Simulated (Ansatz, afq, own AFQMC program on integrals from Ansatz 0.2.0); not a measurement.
# H2O2 (triplet): quantum Monte Carlo beside coupled cluster at scale of all distances = 1.000, cc-pVDZ

Aim: compute H2O2 (triplet) with auxiliary-field quantum Monte Carlo on the same integrals as coupled cluster, and set the energies side by side.

Computed with Ansatz 0.2.0, Gaussian basis, and an in-house AFQMC program (afq) on its integrals; all values are calculated. Level: cc-pVDZ, frozen cores.

The runs, in order: PBE (unrestricted); r2SCAN (unrestricted); PBE0 (unrestricted); B3LYP (unrestricted); wB97M-V (unrestricted); B2PLYP (unrestricted); CCSD(T) on UHF; CCSDT(Q) on UHF; Phaseless AFQMC, CISD trial on UHF; Phaseless AFQMC, single-determinant trial on UHF.

5 further runs of the same task are left out: 5 that didn't finish. Runs told in other sessions of the task aren't counted.

## 1. The geometry

The geometry derives from a PBE0/def2-TZVP stationary point (not a proven minimum). All distances are scaled together.

4 atoms, charge 0, spin multiplicity 3.

Atoms are counted from 1 here; the program's logs count them from 0.

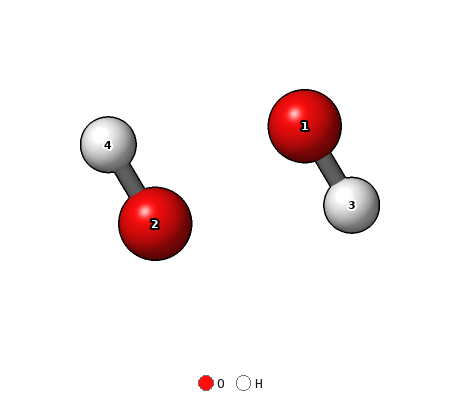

The geometry (oxygen red, hydrogen white); atoms are numbered from 1 in the order of the file.

## 2. PBE (unrestricted)

File in.yaml:

```yaml
crystal:
  periodic: [false, false, false]
  atoms:
    - {symbol: O, position_ang: [0.000000, -0.114833, 0.934723]}
    - {symbol: O, position_ang: [0.000000, 0.114833, -0.934723]}
    - {symbol: H, position_ang: [0.000000, 0.851694, 1.008223]}
    - {symbol: H, position_ang: [0.000000, -0.851694, -1.008223]}
basis:
  gaussian: {orbitals: cc-pVDZ}
magnetization: {spin_polarized: true, initial_magnetization: 2}
hamiltonian: {xc: {name: PBE}}
output: {orbitals: {seedname: orbitals}}
```

Run with:

```
$ ansatz run in.yaml --threads 1 --pin off --events-out ev --progress --plain --max-ram 1382MiB
```

Log:

```text
Functional definition: PBE
  name "PBE"
  cite "Perdew, Burke & Ernzerhof, Phys. Rev. Lett. 77, 3865 (1996) doi:10.1103/PhysRevLett.77.3865"
  parent pbe
  parameter kappa = 0.804
  parameter beta = 0.06672455060314922
  exchange = pbe_x(kappa = kappa, mu = beta*pi^2/3)
  correlation = pbe_c(beta = beta)
386 factors; their error is unknown
mean field evaluation 1: about -4115.7093 eV, gradient 2.6e1 eV
mean field evaluation 2: about -4113.7055 eV, gradient 3.5e1 eV
mean field evaluation 4: about -4118.0528 eV, gradient 2.4e-1 eV
mean field evaluation 8: about -4118.0278 eV, gradient 9.5e-2 eV
mean field evaluation 16: about -4118.0278 eV, gradient 5.0e-5 eV
mean field -4118.02783310 eV, -151.3347315670 hartree, gradient 5.0e-5 eV, S^2 2.004288; 0 other end points of the search recorded, 0 dependent functions left out
reference -4118.02784961 eV, -151.3347321737 hartree; 10, 8 occupied and 28, 30 virtual orbitals, 386 factors
Total energy: -4118.02784961 eV, -151.3347321737 hartree
```

Run time: 0.69 s. Hardware: 1 thread of Intel Xeon Platinum 8375C at 2.90GHz (Ice Lake), shared host.

From the report: ⟨S²⟩ of the determinant 2.004 (pure triplet: 2.00).

## 3. r2SCAN (unrestricted)

in.yaml: that of step 2 with these lines changed.

```diff
@@ -10,3 +10,2 @@
 magnetization: {spin_polarized: true, initial_magnetization: 2}
-hamiltonian: {xc: {name: PBE}}
-output: {orbitals: {seedname: orbitals}}
+hamiltonian: {xc: {name: r2SCAN}}
```

The command is unchanged.

Log:

```text
Functional definition: r2SCAN
  name "r2SCAN"
  cite "Furness, Kaplan, Ning, Perdew & Sun, J. Phys. Chem. Lett. 11, 8208 (2020) doi:10.1021/acs.jpclett.0c02405"
  cite "Furness, Kaplan, Ning, Perdew & Sun, J. Phys. Chem. Lett. 11, 9248 (2020) doi:10.1021/acs.jpclett.0c03077"
  parent r2scan
  parameter k0 = 0.174
  parameter k1 = 0.065
  parameter a1 = 4.9479
  exchange = r2scan_x(k0 = k0, k1 = k1, a1 = a1)
  correlation = r2scan_c
386 factors; their error is unknown
mean field evaluation 1: about -4118.3066 eV, gradient 2.3e1 eV
mean field evaluation 2: about -4117.6621 eV, gradient 2.7e1 eV
mean field evaluation 4: about -4120.2702 eV, gradient 2.3e-1 eV
mean field evaluation 8: about -4120.2479 eV, gradient 3.8e-3 eV
mean field evaluation 16: about -4118.6243 eV, gradient 2.0e0 eV
mean field -4120.24789784 eV, -151.4163174412 hartree, gradient 9.8e-6 eV, S^2 2.009602; 2 other end points of the search recorded, 0 dependent functions left out
reference -4120.24790317 eV, -151.4163176373 hartree; 10, 8 occupied and 28, 30 virtual orbitals, 386 factors
Total energy: -4120.24790317 eV, -151.4163176373 hartree
```

It took 1.6 s on 1 thread of Intel Xeon Platinum 8375C at 2.90GHz (Ice Lake), shared host.

From the report: ⟨S²⟩ of the determinant 2.010 (pure triplet: 2.00).

## 4. PBE0 (unrestricted)

in.yaml: that of step 3 with these lines changed.

```diff
@@ -10,2 +10,3 @@
 magnetization: {spin_polarized: true, initial_magnetization: 2}
-hamiltonian: {xc: {name: r2SCAN}}
+hamiltonian: {xc: {name: PBE0}}
+output: {orbitals: {seedname: orbitals}}
```

Launched as before.

Log (excerpt; [...] marks lines left out):

```text
Functional definition: PBE0
  name "PBE0"
  cite "Adamo & Barone, J. Chem. Phys. 110, 6158 (1999) doi:10.1063/1.478522"
  cite "Perdew, Burke & Ernzerhof, Phys. Rev. Lett. 77, 3865 (1996) doi:10.1103/PhysRevLett.77.3865"
  parent pbe
[...]
351 factors; integrals over basis functions are off by at most 1.5e-3 eV
[...]
mean field -4117.53033949 eV, -151.3164490140 hartree, gradient 1.8e-6 eV, S^2 2.009762; 2 other end points of the search recorded, 0 dependent functions left out
reference -4117.53035177 eV, -151.3164494651 hartree; 10, 8 occupied and 28, 30 virtual orbitals, 351 factors
Total energy: -4117.53035177 eV, -151.3164494651 hartree
```

Wall time 1.6 s (1 thread of Intel Xeon Platinum 8375C at 2.90GHz (Ice Lake), shared host).

From the report: ⟨S²⟩ of the determinant 2.010 (pure triplet: 2.00).

## 5. B3LYP (unrestricted)

in.yaml: that of step 4 with these lines changed.

```diff
@@ -10,3 +10,2 @@
 magnetization: {spin_polarized: true, initial_magnetization: 2}
-hamiltonian: {xc: {name: PBE0}}
-output: {orbitals: {seedname: orbitals}}
+hamiltonian: {xc: {name: B3LYP}}
```

Same command.

Log (excerpt; [...] marks lines left out):

```text
Functional definition: B3LYP
  name "B3LYP"
  cite "Stephens, Devlin, Chabalowski & Frisch, J. Phys. Chem. 98, 11623 (1994) doi:10.1021/j100096a001"
  cite "Becke, Phys. Rev. A 38, 3098 (1988) doi:10.1103/PhysRevA.38.3098"
  cite "Lee, Yang & Parr, Phys. Rev. B 37, 785 (1988) doi:10.1103/PhysRevB.37.785"
  cite "Vosko, Wilk & Nusair, Can. J. Phys. 58, 1200 (1980) doi:10.1139/p80-159"
[...]
351 factors; integrals over basis functions are off by at most 1.5e-3 eV
[...]
mean field -4122.02163396 eV, -151.4815010416 hartree, gradient 3.7e-5 eV, S^2 2.008645; 2 other end points of the search recorded, 0 dependent functions left out
reference -4122.02175572 eV, -151.4815055159 hartree; 10, 8 occupied and 28, 30 virtual orbitals, 351 factors
Total energy: -4122.02175572 eV, -151.4815055159 hartree
```

Wall time 1.1 s (1 thread of Intel Xeon Platinum 8375C at 2.90GHz (Ice Lake), shared host).

From the report: ⟨S²⟩ of the determinant 2.009 (pure triplet: 2.00).

## 6. wB97M-V (unrestricted)

in.yaml: that of step 5 with these lines changed.

```diff
@@ -10,2 +10,3 @@
 magnetization: {spin_polarized: true, initial_magnetization: 2}
-hamiltonian: {xc: {name: B3LYP}}
+hamiltonian: {xc: {name: wB97M-V}}
+output: {orbitals: {seedname: orbitals}}
```

Same command.

Log (excerpt; [...] marks lines left out):

```text
Functional definition: wB97M-V
  name "wB97M-V"
  cite "Mardirossian & Head-Gordon, J. Chem. Phys. 144, 214110 (2016) doi:10.1063/1.4952647"
  cite "Becke, J. Chem. Phys. 107, 8554 (1997) doi:10.1063/1.475007"
  cite "Vydrov & Van Voorhis, J. Chem. Phys. 133, 244103 (2010) doi:10.1063/1.3521275"
  # Of w^i u^j: cxij and so on, Table III.
[...]
  gx(w, u) = 1 - cx + cx01*u + cx10*w
  gss(w, u) = css00 + css04*u^4 + css10*w + css20*w^2 + css43*w^4*u^3
  gos(w, u) = cos00 + cos10*w + (cos20 + cos21*u)*w^2 + (cos60 + cos61*u)*w^6
[...]
      + integral(e_c_pw_mod_opposite_spin*gos(b97_w_opposite, b97_u_opposite)) + vv10(b, c)
351 factors; integrals over basis functions are off by at most 1.5e-3 eV
90 factors; integrals over basis functions are off by at most 2.0e-5 eV
[...]
mean field -4120.26629980 eV, -151.4169937008 hartree, gradient 5.0e-6 eV, S^2 2.009588; 5 other end points of the search recorded, 0 dependent functions left out
reference -4120.26631998 eV, -151.4169944424 hartree; 10, 8 occupied and 28, 30 virtual orbitals, 351 factors
Total energy: -4120.26631998 eV, -151.4169944424 hartree
```

It took 12 s on 1 thread of Intel Xeon Platinum 8375C at 2.90GHz (Ice Lake), shared host.

From the report: ⟨S²⟩ of the determinant 2.010 (pure triplet: 2.00).

## 7. B2PLYP (unrestricted)

in.yaml: that of step 6 with these lines changed.

```diff
@@ -10,3 +10,3 @@
 magnetization: {spin_polarized: true, initial_magnetization: 2}
-hamiltonian: {xc: {name: wB97M-V}}
-output: {orbitals: {seedname: orbitals}}
+hamiltonian: {xc: {name: B2PLYP}}
+correlation: {electrons: outside_noble_gas}
```

The command is unchanged.

Log (excerpt; [...] marks lines left out):

```text
Functional definition: B2PLYP
  name "B2PLYP"
  cite "Grimme, J. Chem. Phys. 124, 034108 (2006) doi:10.1063/1.2148954"
  cite "Becke, Phys. Rev. A 38, 3098 (1988) doi:10.1103/PhysRevA.38.3098"
  cite "Lee, Yang & Parr, Phys. Rev. B 37, 785 (1988) doi:10.1103/PhysRevB.37.785"
[...]
351 factors; integrals over basis functions are off by at most 1.5e-3 eV
[...]
mean field -4115.18500007 eV, -151.2302593801 hartree, gradient 3.4e-6 eV, S^2 2.009984; 5 other end points of the search recorded, 0 dependent functions left out
2 core orbitals not correlated: weight in the atoms' cores, before any rotation towards them, 1.000 or more for the frozen orbitals, at most 0.000 for the correlated occupied ones
reference -4115.18507793 eV, -151.2302622412 hartree; 8, 6 occupied and 28, 30 virtual orbitals, 351 factors
second order -10.68092291 eV of doubles, -0.00000000 eV of singles
Total energy: -4118.06892711 eV, -151.3362417440 hartree
```

Run time: 4.9 s. Hardware: 1 thread of Intel Xeon Platinum 8375C at 2.90GHz (Ice Lake), shared host.

From the report: ⟨S²⟩ of the determinant 2.010 (pure triplet: 2.00).

## 8. CCSD(T) on UHF

in.yaml: that of step 7 with these lines changed.

```diff
@@ -10,3 +10,2 @@
 magnetization: {spin_polarized: true, initial_magnetization: 2}
-hamiltonian: {xc: {name: B2PLYP}}
-correlation: {electrons: outside_noble_gas}
+correlation: {method: ccsd_t, electrons: outside_noble_gas, hamiltonian_folder: ham}
```

Same command.

Log (excerpt; [...] marks lines left out):

```text
Functional definition: HF
  name "HF"
  cite "Fock, Z. Phys. 61, 126 (1930) doi:10.1007/BF01340294"
  parent pbe
[...]
351 factors; integrals over basis functions are off by at most 1.5e-3 eV
[...]
mean field -4102.32404608 eV, -150.7576280384 hartree, gradient 2.9e-6 eV, S^2 2.015016; 14 other end points of the search recorded, 0 dependent functions left out
determinant -4102.32404608 eV, -150.7576280384 hartree, with singles and doubles -4111.70563103 eV, -151.1023949260 hartree
determinant -4101.81965029 eV, -150.7390918348 hartree, with singles and doubles -4110.83102580 eV, -151.0702537766 hartree
determinant -4100.65958173 eV, -150.6964601017 hartree, with singles and doubles -4109.67004796 eV, -151.0275886282 hartree
determinant -4100.63186723 eV, -150.6954416127 hartree, with singles and doubles -4111.72484198 eV, -151.1031009155 hartree
determinant -4102.32404608 eV, -150.7576280384 hartree, with singles and doubles -4111.78396576 eV, -151.1052736746 hartree
determinant -4100.63186723 eV, -150.6954416127 hartree, with singles and doubles -4111.72598871 eV, -151.1031430571 hartree
2 core orbitals not correlated: weight in the atoms' cores, before any rotation towards them, 1.000 or more for the frozen orbitals, at most 0.000 for the correlated occupied ones
reference -4102.32404608 eV, -150.7576280384 hartree; 8, 6 occupied and 28, 30 virtual orbitals, 351 factors
second order -8.48835528 eV of doubles, -0.00000000 eV of singles
cycle   1  -9.45991881 eV  change    8.7e-7 eV  update   2.1e-6
perturbative correction -0.24868332 eV, -0.0091389435 hartree
Total energy: -4112.03264822 eV, -151.1144125862 hartree
```

Wall time 6 s (1 thread of Intel Xeon Platinum 8375C at 2.90GHz (Ice Lake), shared host).

From the report: ⟨S²⟩ of the determinant 2.015 (pure triplet: 2.00); correlation -9.7086 eV; T1 0.051; largest double amplitude 0.12.

This run also writes the integrals to the folder ham.

## 9. CCSDT(Q) on UHF

in.yaml: that of step 8 with these lines changed.

```diff
@@ -10,2 +10,2 @@
 magnetization: {spin_polarized: true, initial_magnetization: 2}
-correlation: {method: ccsd_t, electrons: outside_noble_gas, hamiltonian_folder: ham}
+correlation: {method: ccsdt_q, electrons: outside_noble_gas}
```

Launched as before.

Log (excerpt; [...] marks lines left out):

```text
Functional definition: HF
  name "HF"
  cite "Fock, Z. Phys. 61, 126 (1930) doi:10.1007/BF01340294"
  parent pbe
[...]
641 factors; integrals over basis functions are off by at most 1.4e-7 eV
[...]
mean field -4102.32417476 eV, -150.7576327672 hartree, gradient 2.5e-6 eV, S^2 2.015016; 13 other end points of the search recorded, 0 dependent functions left out
determinant -4102.32417476 eV, -150.7576327672 hartree, with singles and doubles -4111.70576382 eV, -151.1023998061 hartree
determinant -4101.81977096 eV, -150.7390962697 hartree, with singles and doubles -4110.83115364 eV, -151.0702584747 hartree
determinant -4100.65972035 eV, -150.6964651959 hartree, with singles and doubles -4109.67019486 eV, -151.0275940267 hartree
determinant -4100.63199470 eV, -150.6954462972 hartree, with singles and doubles -4111.72497246 eV, -151.1031057107 hartree
determinant -4102.32417476 eV, -150.7576327672 hartree, with singles and doubles -4111.78409714 eV, -151.1052785026 hartree
determinant -4100.63199470 eV, -150.6954462972 hartree, with singles and doubles -4111.72611883 eV, -151.1031478390 hartree
2 core orbitals not correlated: weight in the atoms' cores, before any rotation towards them, 1.000 or more for the frozen orbitals, at most 0.000 for the correlated occupied ones
reference -4102.32417476 eV, -150.7576327672 hartree; 8, 6 occupied and 28, 30 virtual orbitals, 641 factors
second order -8.48838445 eV of doubles, -0.00000000 eV of singles
cycle   1  -9.00181457 eV  change   -5.1e-1 eV  update   7.3e-2
[...]
cycle  25  -9.92355360 eV  change   -8.0e-7 eV  update   6.1e-7
perturbative correction -0.08643986 eV, -0.0031766062 hartree
Total energy: -4112.33416822 eV, -151.1254932417 hartree
```

Wall time 44 s (1 thread of Intel Xeon Platinum 8375C at 2.90GHz (Ice Lake), shared host); peak memory 0.47 GiB.

From the report: ⟨S²⟩ of the determinant 2.015 (pure triplet: 2.00); correlation -10.0100 eV; T1 0.100; largest double amplitude 0.33.

## 10. Phaseless AFQMC, CISD trial on UHF

It reads the integrals that the CCSD(T) run on this determinant wrote.

Run with:

```
$ afq ham --method phaseless --trial cisd --walkers 60 --populations 1 --least-time 40 --time-step 0.005 --steps-per-block 50 --equilibration-blocks 28 --max-blocks 300 --target-error 0.00045 --factor-cut 1e-05 --start spin_pure --seed 3961 --release-times 0.24,0.51,0.99,1.62,2.4 --release-step 0.03 --release-every 4 --taylor-order 6
```

Log:

```text
orbitals 36  electrons 8 6  factors 262 of 351
reference energy -150.75762804 Eh
CCSD correlation -0.34764548 Eh in 15 cycles, weight of the determinant in the CISD state 0.8200
energy of the start -151.104835 Eh
 block  time / (1/Eh)  mean weight  energy / Eh
     1     0.250  0.9969  -151.101148
     2     0.500  1.0012  -151.103569
     3     0.750  0.9982  -151.109116
     4     1.000  0.9967  -151.109062
     5     1.250  1.0001  -151.109534
     6     1.500  1.0022  -151.106740
     7     1.750  0.9987  -151.108786
     8     2.000  0.9989  -151.114921
     9     2.250  1.0004  -151.112527
    10     2.500  0.9997  -151.114657
    17     4.250  1.0002  -151.113934
    25     6.250  1.0006  -151.114313
    33     8.250  0.9985  -151.120633
    41    10.250  1.0002  -151.109977
    49    12.250  0.9966  -151.113237
    57    14.250  0.9971  -151.120464
    65    16.250  1.0009  -151.114247
    73    18.250  1.0002  -151.131622
    81    20.250  0.9982  -151.113373
    89    22.250  0.9990  -151.105356
    97    24.250  1.0025  -151.126474
   105    26.250  1.0013  -151.126046
   113    28.250  1.0009  -151.116046
   121    30.250  1.0001  -151.114769
   129    32.250  1.0035  -151.140172
   137    34.250  1.0033  -151.119406
   145    36.250  0.9969  -151.124918
   153    38.250  0.9991  -151.124108
   161    40.250  0.9977  -151.122120
   169    42.250  0.9992  -151.131347
   177    44.250  1.0016  -151.126889
   185    46.250  1.0007  -151.124430
   193    48.250  1.0029  -151.102496
   201    50.250  1.0015  -151.143511
   209    52.250  1.0025  -151.136522
   217    54.250  1.0024  -151.128471
   225    56.250  1.0001  -151.142251
   233    58.250  0.9994  -151.118345
   241    60.250  1.0027  -151.169157
   249    62.250  1.0037  -151.118460
   257    64.250  0.9982  -151.116164
   265    66.250  1.0014  -151.126266
   273    68.250  1.0014  -151.132894
   281    70.250  0.9956  -151.101241
   289    72.250  1.0016  -151.118128
   297    74.250  0.9984  -151.190779
   305    76.250  0.9959  -151.112392
   313    78.250  1.0013  -151.158243
   321    80.250  0.9983  -151.113757
blocks merged  error / Eh  count
     1  0.000721  300
     2  0.000865  150
     4  0.000952  75
     8  0.001027  37
    16  0.001107  18
    32  0.001183  9
released: time / (1/Eh)  energy / Eh  error  mean overlap
  0.24  -151.121598  0.001028  0.9935
  0.51  -151.124957  0.001159  0.9859
  0.99  -151.123516  0.001743  0.9791
  1.62  -151.128635  0.002561  0.9530
  2.40  -151.127823  0.003556  0.9332
energy -151.120664 +/- 0.001107 Eh
```

It took 9.8 min on 1 thread of Intel Xeon Platinum 8375C at 2.90GHz (Ice Lake), shared host.

Energy -4112.2028 ± 0.0301 eV. Caveats: constraint bias not in the error; error above the target.

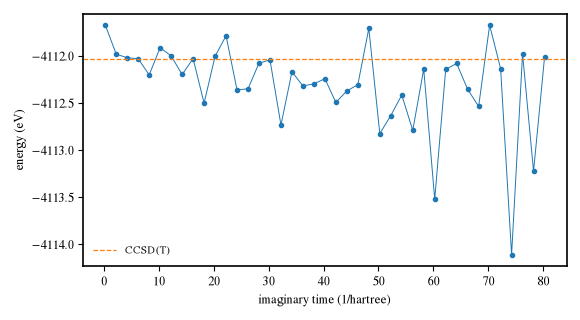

Block energies along the walk.

## 11. Phaseless AFQMC, single-determinant trial on UHF

It reads the integrals that the CCSD(T) run on this determinant wrote.

Run with:

```
$ afq ham --method phaseless --trial hf --walkers 120 --populations 1 --least-time 40 --time-step 0.005 --steps-per-block 20 --equilibration-blocks 112 --max-blocks 600 --target-error 0.00135 --factor-cut 1e-05 --start spin_pure --seed 7546 --taylor-order 6
```

Log:

```text
orbitals 36  electrons 8 6  factors 262 of 351
reference energy -150.75762804 Eh
CCSD correlation -0.34764548 Eh in 15 cycles, weight of the determinant in the CISD state 0.8200
energy of the start -150.758132 Eh
 block  time / (1/Eh)  mean weight  energy / Eh
     1     0.100  1.0011  -150.872702
     2     0.200  1.0024  -150.953572
     3     0.300  1.0042  -151.003041
     4     0.400  1.0035  -151.046496
     5     0.500  1.0008  -151.063555
     6     0.600  1.0017  -151.068615
     7     0.700  1.0010  -151.109581
     8     0.800  1.0010  -151.110524
     9     0.900  0.9997  -151.108235
    10     1.000  0.9997  -151.112622
    18     1.800  1.0014  -151.112374
    35     3.500  1.0003  -151.091984
    52     5.200  0.9992  -151.150394
    69     6.900  0.9993  -151.099902
    86     8.600  1.0006  -151.083794
   103    10.300  1.0002  -151.101451
   120    12.000  1.0025  -151.110571
   137    13.700  1.0007  -151.113974
   154    15.400  1.0038  -151.196962
   171    17.100  0.9953  -151.062071
   188    18.800  1.0014  -151.108896
   205    20.500  0.9983  -151.110445
   222    22.200  1.0031  -151.179659
   239    23.900  1.0006  -151.150763
   256    25.600  0.9968  -151.085307
   273    27.300  1.0004  -151.091043
   290    29.000  1.0004  -151.180286
   307    30.700  0.9984  -151.122221
   324    32.400  0.9999  -151.092449
   341    34.100  0.9994  -151.134500
   358    35.800  1.0016  -151.187717
   375    37.500  0.9994  -151.128897
   392    39.200  1.0013  -151.135695
   409    40.900  0.9997  -151.184629
   426    42.600  1.0006  -151.152478
   443    44.300  1.0016  -151.108916
   460    46.000  1.0030  -151.129058
   477    47.700  0.9998  -151.104956
   494    49.400  0.9999  -151.148234
   511    51.100  0.9997  -151.083129
   528    52.800  0.9973  -151.150450
   545    54.500  0.9984  -151.129246
   562    56.200  1.0033  -151.133153
   579    57.900  1.0018  -151.147269
   596    59.600  1.0010  -151.196164
   613    61.300  0.9987  -151.141856
   630    63.000  0.9997  -151.136766
   647    64.700  0.9982  -151.096162
   664    66.400  1.0004  -151.162875
   681    68.100  0.9987  -151.118491
   698    69.800  0.9988  -151.111100
blocks merged  error / Eh  count
     1  0.001316  600
     2  0.001731  300
     4  0.002225  150
     8  0.002698  75
    16  0.003309  37
    32  0.003772  18
    64  0.004130  9
energy -151.130368 +/- 0.003772 Eh
```

Run time: 4.7 min. Hardware: 1 thread of Intel Xeon Platinum 8375C at 2.90GHz (Ice Lake), shared host.

Energy -4112.4668 ± 0.1026 eV. Caveats: constraint bias not in the error; error above the target.

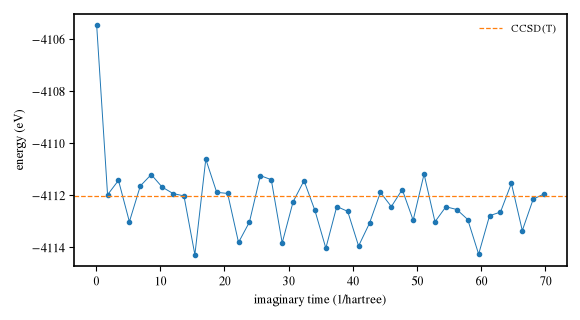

Block energies along the walk.

## 12. All levels side by side

On the UHF determinant, counted from CCSDT(Q) (a yardstick, not exact):

```tsv
level	energy (eV)	from CCSDT(Q) (kcal/mol)	statistical error (kcal/mol)	time
HF	-4102.3240	+230.84		
MP2	-4110.8124	+35.09		
CCSD	-4111.7840	+12.69		
CCSD(T)	-4112.0326	+6.95		
CCSDT(Q)	-4112.3342	0.00		
Phaseless AFQMC, CISD trial, step 0.005, 60 walkers	-4112.2028	+3.03	0.69	9.8 min
Phaseless AFQMC, single-determinant trial, step 0.005, 120 walkers	-4112.4668	-3.06	2.37	4.7 min
```

The functionals' totals stand on their own zeros and serve differences with other points: PBE -4118.028 eV; r2SCAN -4120.248 eV; PBE0 -4117.530 eV; B3LYP -4122.022 eV; wB97M-V -4120.266 eV; B2PLYP -4118.069 eV.

## 13. Summary of results

```
                                                      quantity                  value
                                  CCSD(T) on UHF from CCSDT(Q)         +6.95 kcal/mol
              Phaseless AFQMC, CISD trial on UHF from CCSDT(Q)  +3.03 ± 0.69 kcal/mol
Phaseless AFQMC, single-determinant trial on UHF from CCSDT(Q)  -3.06 ± 2.37 kcal/mol
```

On UHF the phaseless walk with the CISD trial lies +3.03 kcal/mol from CCSDT(Q), 4 times its error bar. Error bars are statistical and leave out the constraint, the time step and what remains of the start.
